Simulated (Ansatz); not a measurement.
```xyz
5

Na   -1.470   -1.337    1.142
S     0.827   -0.300    1.560
Al    0.377    0.431   -0.380
H     1.187    1.369   -1.369
H    -1.085   -0.086   -0.929
```

Where will the first 4 clear peaks of this molecule's radial distribution curve from gas electron diffraction lie, and which pairs make them?

Peak 1, 1.61 Å: Al–H 1.59–1.64 Å (×2), not resolved
Peak 2, 2.12 Å: S–Al 2.12 Å
Peak 3, 2.55 Å: S–Na 2.55 Å
Peak 4, 2.98 Å: Al···Na 2.98 Å, S···H 3.15 Å, not resolved; in its flanks S···H 3.39 Å

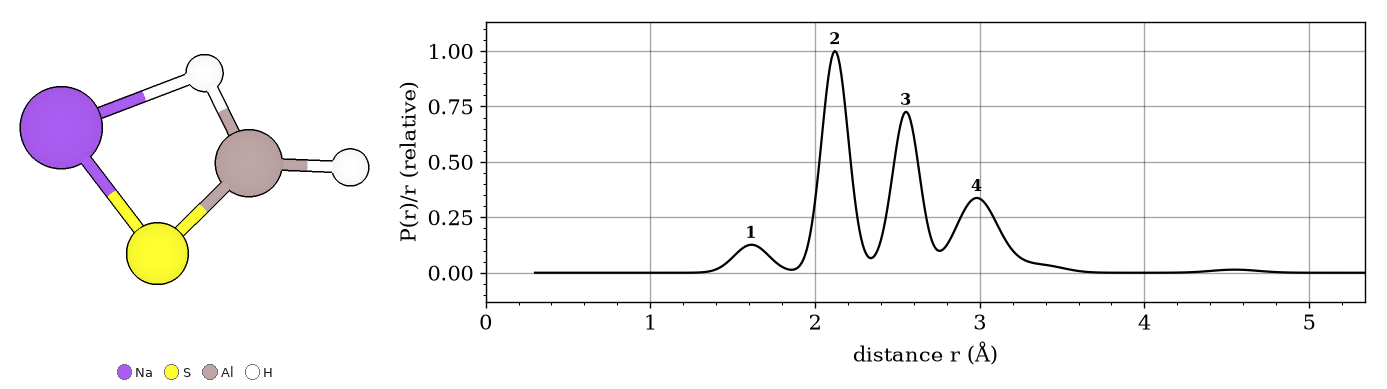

Simulated gas electron diffraction: radial distribution curve of AlH₂NaS. Each pair of atoms contributes with weight ZᵢZⱼ/r; damping constant 0.002 Å²; vibrational amplitudes assumed, not computed: 0.05 Å for bonds, 0.078 Å for bonds to H, 0.06 + 0.015 r up to 0.15 Å for other pairs. The geometry is the end point of an optimisation (Ansatz, RKS B3LYP/def2-SVP); it may be a saddle point or a higher isomer.
